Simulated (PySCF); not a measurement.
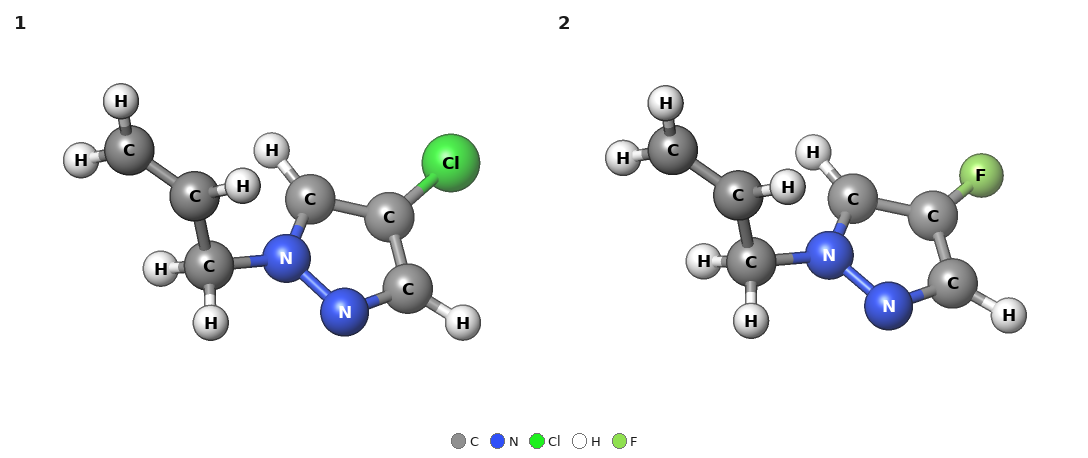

2 molecules with one skeleton, seen from the same side and at one scale. Charge 0, singlet. Computed geometries: GFN2-xTB optimisations, one conformation each. Properties computed with PySCF 2.14.0.

One atom differs, called X below: Cl in panel 1, F in panel 2. Their formulas are C6H7ClN2 (`C=CCn1cc(Cl)cn1`), C6H7FN2 (`C=CCn1cc(F)cn1`).

Question: In which is the GIAO shielding of the C bonded to X larger (PBE0/pcSseg-1)?

Answer: In panel 1 (X = Cl).

Question: In which is the length of X–C larger (GFN2-xTB)?

Answer: In panel 1 (X = Cl).

Give the values. With GFN2-xTB: length of X–C (Å), mean angle X–C–C (°). With PBE0/pcSseg-1: dipole moment (D), HOMO energy (Kohn–Sham orbital) (eV), HOMO–LUMO gap (eV), Hirshfeld charge of X (e), GIAO shielding of the C bonded to X (ppm).

```csv
quantity,1 (Cl),2 (F),2 − 1
length of X–C (Å),1.713,1.340,−0.373
mean angle X–C–C (°),127.4,126.9,−0.5
dipole moment (D),2.91,2.73,−0.18
HOMO energy (Kohn–Sham orbital) (eV),−6.96,−7.05,−0.09
HOMO–LUMO gap (eV),6.70,6.85,+0.15
Hirshfeld charge of X (e),−0.04,−0.09,−0.05
GIAO shielding of the C bonded to X (ppm),62.8,25.3,−37.5
```
